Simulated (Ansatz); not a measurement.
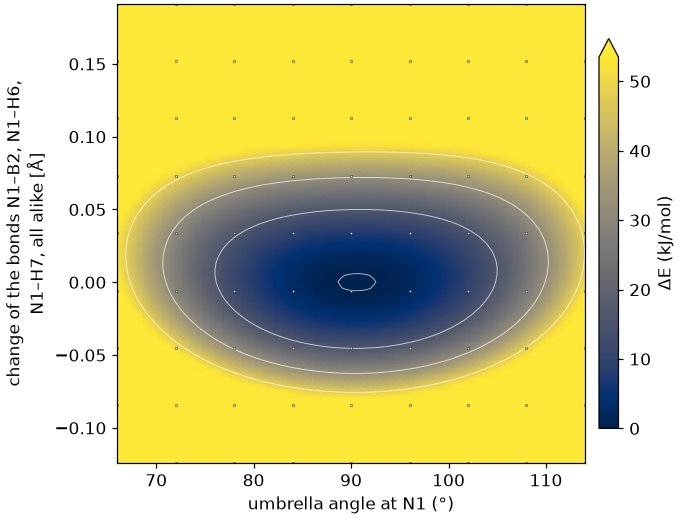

C2H5BBrN, SMILES NB1CC1Br. The first coordinate is: umbrella angle at N1 (between each of its bonds and their common axis; 90 is planar); the second: change of the bonds N1–B2, N1–H6, N1–H7, all alike. Nothing is relaxed (all other coordinates rigid). The grid has 9 × 9 points. Points are written as (first, second). All energies are given in kJ/mol relative to the lowest grid point. The calculation used RKS BHLYP-D4/def2-SVP in Ansatz.

Drawn: a smooth colour map with a few white contour lines, dots at the grid points, one colour for all values above the top of the scale. Between grid points the surface is interpolated.

Question: Where is the minimum, and how stiff is the well along each coordinate?

Answer: The interpolated minimum is at the first coordinate ≈ 90.6°, the second coordinate ≈ 0.000 Å. The curvatures there are about 4.9 eV/rad² and 149 eV/Å², with a cross term of about 0 eV/(rad·Å). Round the minimum the two coordinates are nearly uncoupled. (1 eV is 96.5 kJ/mol.)
